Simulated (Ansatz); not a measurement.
**One shape, several levels: triplet SiH3OF**

Wanted: a comparison of 4 runs (U-r2SCAN/aug-cc-pVDZ, UBLYP/aug-cc-pVDZ, UPBE/aug-cc-pVDZ, RPA@PBE/aug-cc-pVDZ) of triplet SiH3OF. 

Program for the calculation: Ansatz 0.2.0.

72 further runs of the same task are left out: 72 set aside as unsound or not needed.

## (1) The molecule

SiH3OF: 6 atoms, total charge 0, spin state triplet. SMILES of the parent species: `O[SiH2]F`. The shape is that of a PBE0-D4/def2-TZVP optimisation. This is one conformer, not always the lowest. That shape belongs to the parent species and isn't relaxed for this state.

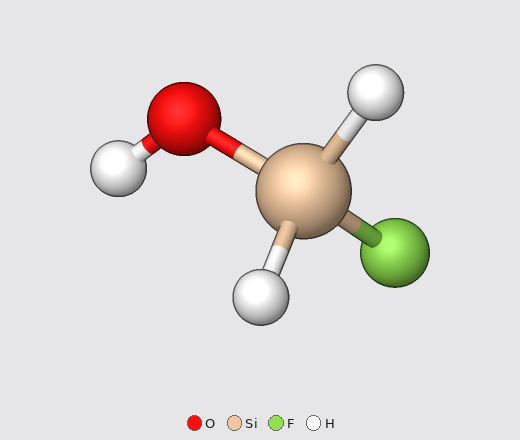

Viewed from a chosen angle; oxygen red, silicon light orange, fluorine green, hydrogen white.

## (2) A single-point energy at U-r2SCAN/aug-cc-pVDZ (run 1)

job.yaml reads:

```yaml
crystal:
  periodic: [false, false, false]
  atoms:
    - symbol: O
      position_ang: [-0.853500, -0.209200, -0.924100]
    - symbol: Si
      position_ang: [0.378300, -0.009300, 0.123900]
    - symbol: F
      position_ang: [0.180800, -0.922800, 1.417800]
    - symbol: H
      position_ang: [-1.714200, 0.150200, -0.705600]
    - symbol: H
      position_ang: [1.595600, -0.458500, -0.575800]
    - symbol: H
      position_ang: [0.455100, 1.385600, 0.617600]
basis:
  gaussian:
    orbitals: aug-cc-pVDZ
accuracy: high
hamiltonian:
  xc: {name: r2SCAN}
magnetization:
  spin_polarized: true
  initial_magnetization: 2
output:
  orbitals: {seedname: orbitals}
```

Launch:

```sh
ansatz run job.yaml --threads 1 --pin off --max-ram 3480MiB --events-out events.jsonl --progress --plain --runs-dir runs
```

Output:

```text
Warning: RAYON_NUM_THREADS=1 ignored (pool sized by the plan → 1); use --threads N
Functional definition: r2SCAN
  name "r2SCAN"
  parameter k0 = 0.174
  parameter k1 = 0.065
  parameter a1 = 4.9479
  exchange = r2scan_x(k0 = k0, k1 = k1, a1 = a1)
  correlation = r2scan_c
2017 factors; integrals over basis functions are off by at most 3.4e-9 eV
mean field evaluation 1: about -12675.6073 eV, gradient 4.5e1 eV
mean field evaluation 2: about -12613.1587 eV, gradient 1.2e2 eV
mean field evaluation 4: about -12677.0896 eV, gradient 3.4e1 eV
mean field evaluation 8: about -12683.3313 eV, gradient 1.7e0 eV
mean field evaluation 16: about -12683.3481 eV, gradient 6.3e-3 eV
mean field evaluation 32: about -12683.3481 eV, gradient 6.7e-7 eV
mean field evaluation 64: about -12682.3093 eV, gradient 5.3e-1 eV
mean field -12683.34814788 eV, -466.1044473524 hartree, gradient 4.8e-8 eV, S^2 2.007629; 8 other end points of the search recorded, 0 dependent functions left out
reference -12683.34816785 eV, -466.1044480864 hartree; 18, 16 occupied and 82, 84 virtual orbitals, 2017 factors
Total energy: -12683.34816785 eV, -466.1044480864 hartree
```

Wall time 47 s (1 thread of Arm Neoverse V1, shared host); peak memory 0.48 GiB.

## (3) The energy at UBLYP/aug-cc-pVDZ (run 2)

input.yaml reads:

```yaml
crystal:
  periodic: [false, false, false]
  atoms:
    - {symbol: O, position_ang: [-0.853500, -0.209200, -0.924100]}
    - {symbol: Si, position_ang: [0.378300, -0.009300, 0.123900]}
    - {symbol: F, position_ang: [0.180800, -0.922800, 1.417800]}
    - {symbol: H, position_ang: [-1.714200, 0.150200, -0.705600]}
    - {symbol: H, position_ang: [1.595600, -0.458500, -0.575800]}
    - {symbol: H, position_ang: [0.455100, 1.385600, 0.617600]}
basis:
  gaussian:
    orbitals: aug-cc-pVDZ
output: {orbitals: {seedname: orbitals}}
magnetization:
  spin_polarized: true
  initial_magnetization: 2
hamiltonian:
  xc: {name: BLYP}
accuracy: high
```

Launch:

```sh
ansatz run input.yaml --threads 1 --pin off --max-ram 3480MiB --events-out events.jsonl --progress --plain --runs-dir runs
```

Output:

```text
Warning: RAYON_NUM_THREADS=1 ignored (pool sized by the plan → 1); use --threads N
Functional definition: BLYP
  name "BLYP"
  parameter beta = 0.0042
  parameter a = 0.04918
  parameter b = 0.132
  parameter c = 0.2533
  parameter d = 0.349
  exchange = b88_x(beta = beta)
  correlation = lyp_c(a = a, b = b, c = c, d = d)
2017 factors; integrals over basis functions are off by at most 3.4e-9 eV
mean field evaluation 1: about -12676.0568 eV, gradient 5.1e1 eV
mean field evaluation 2: about -12561.3022 eV, gradient 1.4e2 eV
mean field evaluation 4: about -12675.6219 eV, gradient 4.4e1 eV
mean field evaluation 8: about -12685.6949 eV, gradient 5.8e-1 eV
mean field evaluation 16: about -12685.6943 eV, gradient 1.0e-3 eV
mean field evaluation 32: about -12683.3120 eV, gradient 1.3e1 eV
mean field evaluation 64: about -12684.8378 eV, gradient 2.4e0 eV
mean field -12685.69432942 eV, -466.1906679339 hartree, gradient 7.3e-8 eV, S^2 2.003477; 8 other end points of the search recorded, 0 dependent functions left out
reference -12685.69437976 eV, -466.1906697838 hartree; 18, 16 occupied and 82, 84 virtual orbitals, 2017 factors
Total energy: -12685.69437976 eV, -466.1906697838 hartree
```

Run time: 24 s. Hardware: 1 thread of Arm Neoverse V1, shared host; peak memory 0.35 GiB.

Run 3 isn't shown in full; the table further down has it.

## (4) The energy at RPA@PBE/aug-cc-pVDZ (run 4)

input.yaml reads:

```yaml
crystal:
  periodic: [false, false, false]
  atoms:
    - symbol: O
      position_ang: [-0.853500, -0.209200, -0.924100]
    - symbol: Si
      position_ang: [0.378300, -0.009300, 0.123900]
    - symbol: F
      position_ang: [0.180800, -0.922800, 1.417800]
    - symbol: H
      position_ang: [-1.714200, 0.150200, -0.705600]
    - symbol: H
      position_ang: [1.595600, -0.458500, -0.575800]
    - symbol: H
      position_ang: [0.455100, 1.385600, 0.617600]
basis:
  gaussian:
    orbitals: aug-cc-pVDZ
magnetization:
  spin_polarized: true
  initial_magnetization: 2
hamiltonian:
  xc: {name: PBE}
correlation:
  method: rpa
  frozen_orbitals: {F: 1, H: 0, O: 1, Si: 5}
accuracy: high
```

Launch:

```sh
ansatz run input.yaml --threads 1 --pin off --max-ram 3480MiB --events-out events.jsonl --progress --plain --runs-dir runs
```

Output, cut to the lines that bear on the results:

```text
Warning: RAYON_NUM_THREADS=1 ignored (pool sized by the plan → 1); use --threads N
Functional definition: PBE
  name "PBE"
[...]
2017 factors; integrals over basis functions are off by at most 3.4e-9 eV
[...]
mean field -12677.51274408 eV, -465.8900002183 hartree, gradient 2.3e-8 eV, S^2 2.002919; 10 other end points of the search recorded, 0 dependent functions left out
7 core orbitals not correlated: weight in the atoms' cores, before any rotation towards them, 1.000 or more for the frozen orbitals, at most 0.000 for the correlated occupied ones
reference -12646.40115047 eV, -464.7466702414 hartree; 11, 9 occupied and 82, 84 virtual orbitals, 2017 factors
Total energy: -12669.57760623 eV, -465.5983892807 hartree
```

It took 38 s on 1 thread of Arm Neoverse V1, shared host; peak memory 0.45 GiB.

## (5) Overview of the runs

```tsv
run	level	frozen core orbitals	energy (Eh)	HOMO energy (eV)	⟨S²⟩	wall time
1	U-r2SCAN/aug-cc-pVDZ	–	-466.104448	-2.26	2.008	47 s
2	UBLYP/aug-cc-pVDZ	–	-466.190670	-2.04	2.003	24 s
3	UPBE/aug-cc-pVDZ	–	-465.890000	-2.19	2.003	21 s
4	RPA@PBE/aug-cc-pVDZ	7	-465.598389	–	2.003	38 s
```

## (6) What came out

```
                                quantity          value
                     run 4: total energy  -465.59839 Eh
 run 4: RPA correlation energy (valence)     -851.7 mEh
run 4: ⟨S²⟩ of the reference determinant          2.003
```

**Reading.** Totals of different functionals can't be ranked against each other. All runs together took 2.2 min, the longest 47 s.
